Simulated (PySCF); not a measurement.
# C4H9BrOSi: what the fields show

```tsv
atom	x (Å)	y (Å)	z (Å)
Br	0.8832	-0.4137	3.1446
Si	0.3572	-1.0867	1.0677
C	-1.3761	-0.4919	0.6633
C	-1.3397	1.0025	0.3262
O	-0.4244	1.3196	-0.6904
C	0.9271	1.2669	-0.3144
C	1.4485	-0.1637	-0.1475
H	0.5170	-2.5679	1.0353
H	-1.7322	-1.0583	-0.2151
H	-2.0787	-0.6875	1.4888
H	-2.3247	1.3367	-0.0344
H	-1.1121	1.5855	1.2425
H	1.0872	1.8354	0.6249
H	1.4856	1.7870	-1.1080
H	1.3951	-0.6882	-1.1178
H	2.5029	-0.1639	0.1709
```

Geometry: PBE0-D3(BJ)/def2-SVP.

These are results of PySCF 2.14.0, CAM-B3LYP/def2-SVPD, SCF density, gas phase, not measurements.

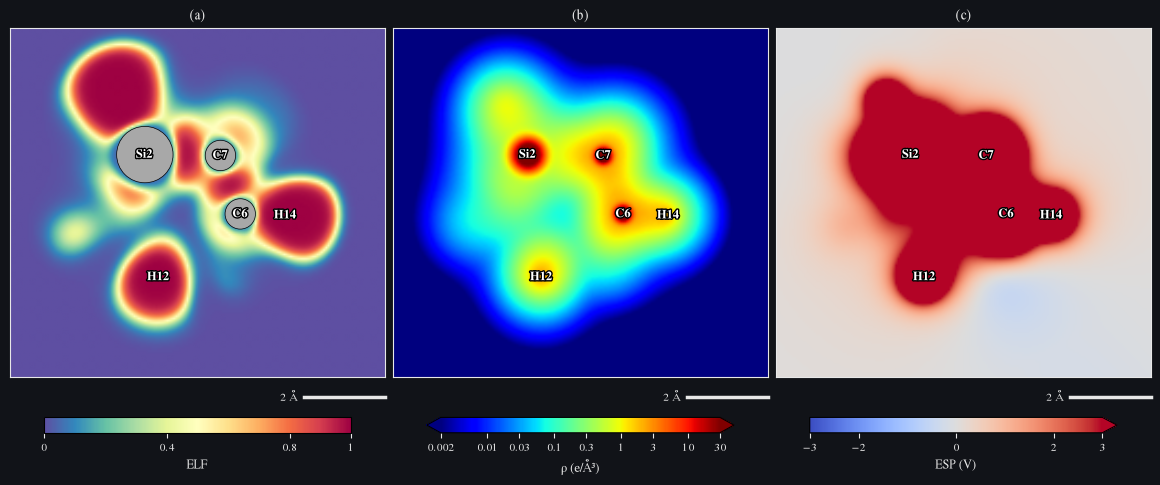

Figure 1. (a) electron localisation function; (b) total electron density; (c) electrostatic potential on the plane of atoms Si2, C7 and C6. Grey discs cover the atomic cores in the ELF map.

**What do the fields say about this system?**

Atoms in the plane: Si, C and H. C–C (1.53 Å): ρ is about 1.6 e/Å³ halfway; the ELF peaks at about 0.95 between the atoms, as expected for a shared electron pair. C–Si (1.88 Å): ρ is about 0.98 e/Å³ halfway; the ELF peaks at about 0.95 between the atoms, as expected for a shared electron pair. C–H (1.10 Å): the density is about 2 e/Å³ at the midpoint; the ELF climbs to about 1 towards the hydrogen, as it does in any bond to H; an ordinary covalent bond to hydrogen. Outside the dense part of the molecule the potential is most negative (−0.5 V) near O5, which lies off the plane.

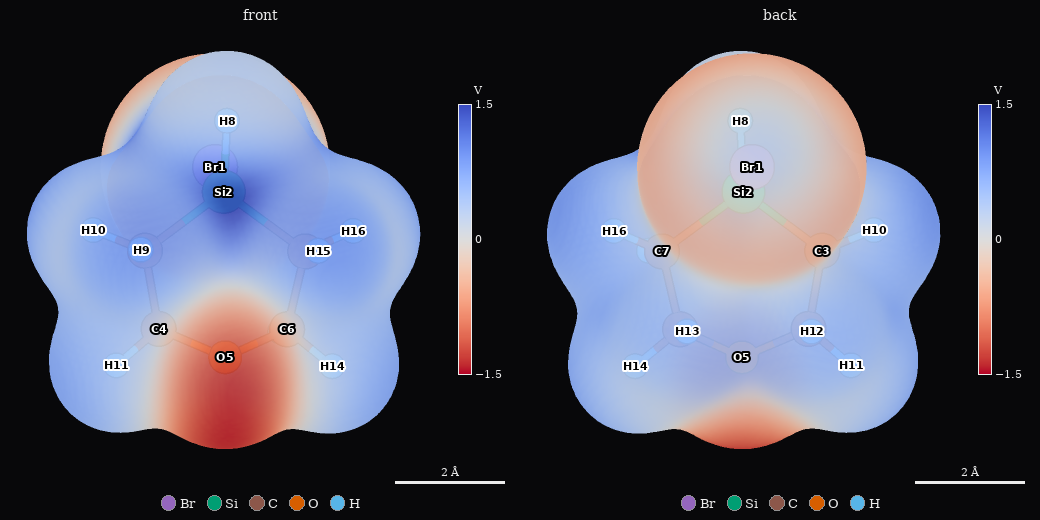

Figure 2. The electrostatic potential painted on the density surface at 0.002 e/bohr³, seen from the front and from behind; red is negative and blue positive.

**Describe the electrostatic potential map.**

The most negative region (about −1.4 V, or −32 kcal/mol for a unit charge) lies over O5, the most positive (about +1.4 V, or +32 kcal/mol for a unit charge) over Si2. Br1 shows a σ-hole: about +0.2 V at the tip opposite its bond, against about −0.4 V, or −9 kcal/mol for a unit charge on its flanks. O5 is the likeliest acceptor of a hydrogen bond.
